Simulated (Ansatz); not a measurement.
Si2H7OCl: several calculations on one system

## 1. Relaxation

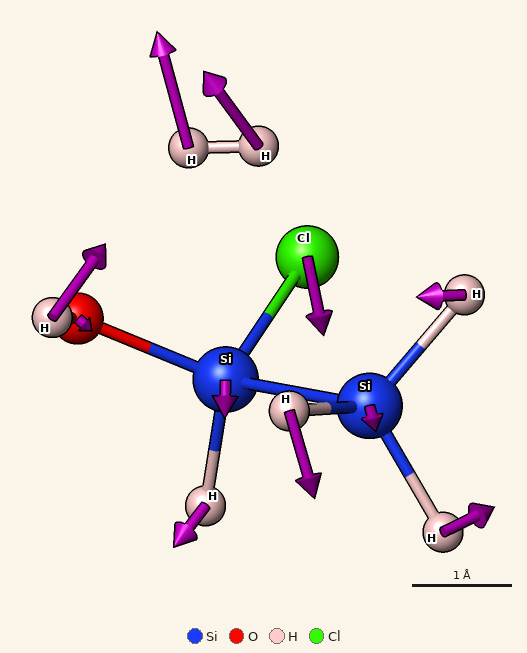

A relaxation of Si₂H₇OCl. The starting structure is drawn; purple arrows show the displacements, at their true length. The two geometries are superimposed by the best rigid fit.

A ball-and-stick model, seen from a free direction.

The run prepares an end point of a later path (reaction) calculation, from a guessed geometry.

Computed with RKS CAM-B3LYP/6-31G* (Ansatz).

The input:
```yaml
crystal:
  periodic: [false, false, false]
  atoms:
    - { symbol: Si, position_ang: [-0.148071, 0.181925, 0.043333] }
    - { symbol: O, position_ang: [-0.071599, 0.287181, 1.705343] }
    - { symbol: H, position_ang: [-0.604233, -0.331243, 2.219341] }
    - { symbol: Cl, position_ang: [1.77852, 0.404451, -0.676797] }
    - { symbol: H, position_ang: [-0.853463, 1.384236, -0.457614] }
    - { symbol: Si, position_ang: [-1.129488, -1.783866, -0.78206] }
    - { symbol: H, position_ang: [-1.967582, -2.374468, 0.29769] }
    - { symbol: H, position_ang: [-2.012192, -1.474124, -1.935381] }
    - { symbol: H, position_ang: [-0.11187, -2.783093, -1.188253] }
    - { symbol: H, position_ang: [1.209704, -1.927404, 0.972431] }
    - { symbol: H, position_ang: [1.088575, -1.601496, 1.588667] }
basis:
  gaussian: { orbitals: "6-31G*" }
hamiltonian:
  xc: cam_b3lyp
relax:
  f_tol: 0.03
  max_steps: 50
```

Launched with:
```bash
ansatz run input.yaml --threads 2 --pin off --max-ram 3072MiB --backend cpu --events-out ev --progress --plain --runs-dir out
```

### Describe the change and its energy.

The atom that moves furthest after the best rigid fit is H11 (1.25 Å). Largest moves by element: H 1.25 Å, Cl 0.85 Å, Si 0.41 Å, O 0.20 Å. Among the contacts that change: H10–H11 0.708 → 0.746 Å, Si1–O2 1.667 → 1.650 Å, Si1–Cl4 2.069 → 2.084 Å, Si1–Si6 2.347 → 2.337 Å. Among the angles between lasting bonds that change: Cl4–Si1–Si6 110.9° → 106.9°, O2–Si1–Cl4 107.3° → 110.6°, Cl4–Si1–H5 103.8° → 106.9°. Groups turn about Si1–O2 by about 70°, Si1–Si6 by about 45°. The energy falls by 36.8 kJ/mol in 19 accepted moves (22 points after the start). Largest force component: 1.3 eV/Å at the start, 0.023 eV/Å at the end. The line search rejected the trial steps at points 6, 9, 13 of the run.

Limits of the set-up: the start holds two separate molecules, 2.2 Å apart at their closest, whose relative position is a soft coordinate and is computed without a dispersion correction.

## 2. Relaxation

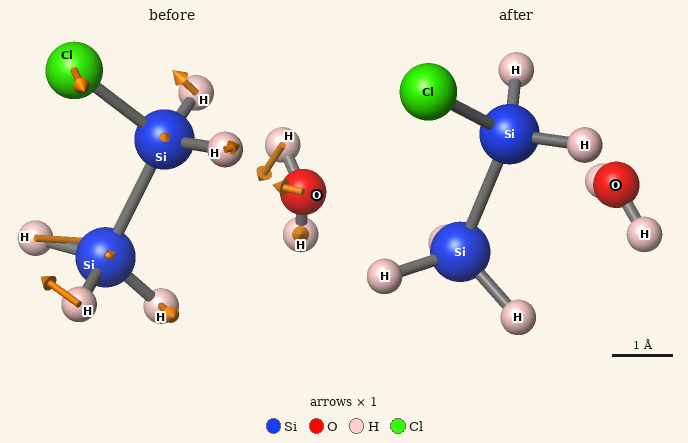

The structure of Si₂H₇OCl before (left) and after (right) a relaxation, at one scale. The orange arrows give the displacements, at their true length.

The picture is a ball-and-stick view, seen from a free direction.

The run prepares an end point of a later path (reaction) calculation, from a guessed geometry.

All numbers below come from RKS CAM-B3LYP/6-31G* in Ansatz 0.2.0.

The input:
```yaml
crystal:
  periodic: [false, false, false]
  atoms:
    - { symbol: Si, position_ang: [0.513625, -0.185578, -0.359223] }
    - { symbol: O, position_ang: [-0.527882, -0.273524, 2.322506] }
    - { symbol: H, position_ang: [-1.077278, -1.011186, 2.632759] }
    - { symbol: Cl, position_ang: [1.771295, -0.032211, -2.026325] }
    - { symbol: H, position_ang: [-0.063967, 1.154867, -0.144574] }
    - { symbol: Si, position_ang: [-1.052139, -1.847304, -0.852954] }
    - { symbol: H, position_ang: [-1.86994, -2.198534, 0.337646] }
    - { symbol: H, position_ang: [-1.956583, -1.388835, -1.936744] }
    - { symbol: H, position_ang: [-0.337136, -3.066541, -1.30886] }
    - { symbol: H, position_ang: [1.381347, -0.558834, 0.766902] }
    - { symbol: H, position_ang: [0.396957, -0.61022, 2.355566] }
basis:
  gaussian: { orbitals: "6-31G*" }
hamiltonian:
  xc: cam_b3lyp
relax:
  f_tol: 0.03
  max_steps: 50
```

Launched with:
```bash
ansatz run input.yaml --threads 2 --pin off --max-ram 3072MiB --backend cpu --events-out ev --progress --plain --runs-dir out
```

Question: Describe what moved and what it gained.

Answer: H9 moves most after the best rigid fit: 1.31 Å. Largest moves by element: H 1.31 Å, Cl 0.83 Å, O 0.62 Å, Si 0.21 Å. Among the contacts that change: Si1–O2 2.878 → 2.741 Å, O2–H11 0.985 → 0.968 Å, Si1–H10 1.470 → 1.478 Å, Si1–Cl4 2.094 → 2.102 Å. Bond angles that change, for instance: Si1–Si6–H8 110.1° → 112.2°, Cl4–Si1–Si6 106.6° → 108.7°. Groups turn about Si1–Si6 by about 65°. After 20 accepted moves (22 points after the start) the energy has fallen by 4.06 kcal/mol. The largest force component goes from 0.88 to 0.019 eV/Å. The line search rejected the trial steps at points 5, 15 of the run.

## 3. Path

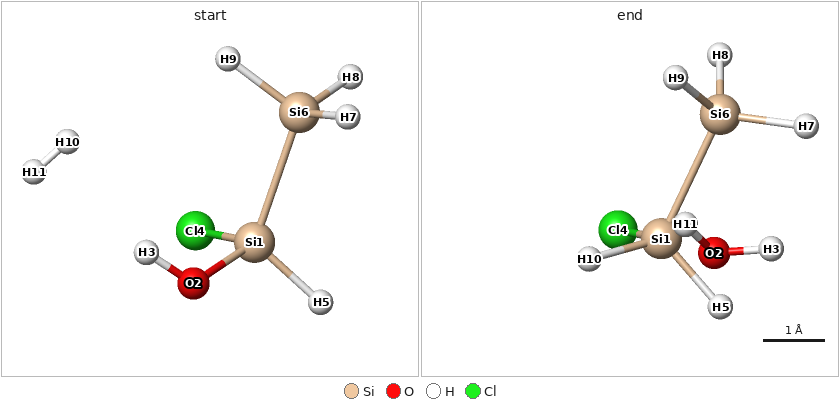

The two relaxed end points of a path for Si2H7OCl, made up at the start of Si$_{2}$H$_{5}$OCl and H₂. Style: ball-and-stick. Shown from a free direction.

Method: RKS CAM-B3LYP/6-31G* (Ansatz).

Set-up: 5 movable images; climbing image; force threshold 0.03 eV/Å; iteration limit 60.

Start:
```xyz
11

Si   -0.4898    0.3655   -0.0744
O    -0.1351    0.2621    1.5342
H     0.4486   -0.4514    1.8244
Cl    1.2152    0.8456   -1.1731
H    -1.4135    1.5116   -0.1916
Si   -1.3230   -1.6341   -0.9510
H    -2.6014   -1.9888   -0.2826
H    -1.5554   -1.5057   -2.4105
H    -0.3458   -2.7275   -0.7081
H     1.4421   -2.5256    1.8945
H     1.9365   -2.1696    2.3250
```

End:
```xyz
11

Si    0.4238    0.1266   -0.3413
O    -0.0483   -1.0837    2.0727
H    -0.9350   -1.1205    2.4586
Cl    0.8437    1.0679   -2.1731
H    -0.1822    1.1753    0.5054
Si   -1.0083   -1.6750   -0.7371
H    -2.2514   -1.5424    0.0690
H    -1.3998   -1.7786   -2.1661
H    -0.3524   -2.9511   -0.3452
H     1.7395   -0.2894    0.1876
H     0.3487   -1.9470    2.2561
```

### Predict the minimum-energy path and its barrier.

The highest point, image 3, lies 2.54 eV above the start and 1.93 eV above the end; the end is at +0.61 eV relative to the start. Breaking: H10–H11 (0.75 → 1.12 at the top → 2.99 Å), Si1–O2 (1.65 → 1.86 at the top → 2.74 Å). Forming: O2–H11 (3.29 → 1.15 at the top → 0.97 Å), Si1–H10 (4.00 → 1.77 at the top → 1.48 Å). The band is converged. At the top, the vibrational analysis gives one imaginary mode (1518i cm⁻¹), as a transition state must have.

Energies of the converged images:

```csv
image,path (Å),E (eV)
0,0.00,0.000
1,1.57,0.031
2,3.14,0.166
3,4.71,2.543
4,6.27,0.978
5,7.83,0.664
6,9.39,0.614
```

The geometry at the top of the path:

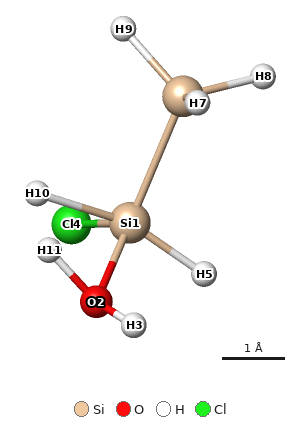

Limits of the set-up: the start holds two separate molecules, 2.3 Å apart at their closest, whose relative position is a soft coordinate and is computed without a dispersion correction.

The run took 5.5 min on 2 threads of Arm Neoverse V2, with other jobs on the host, peak memory 0.21 GiB.
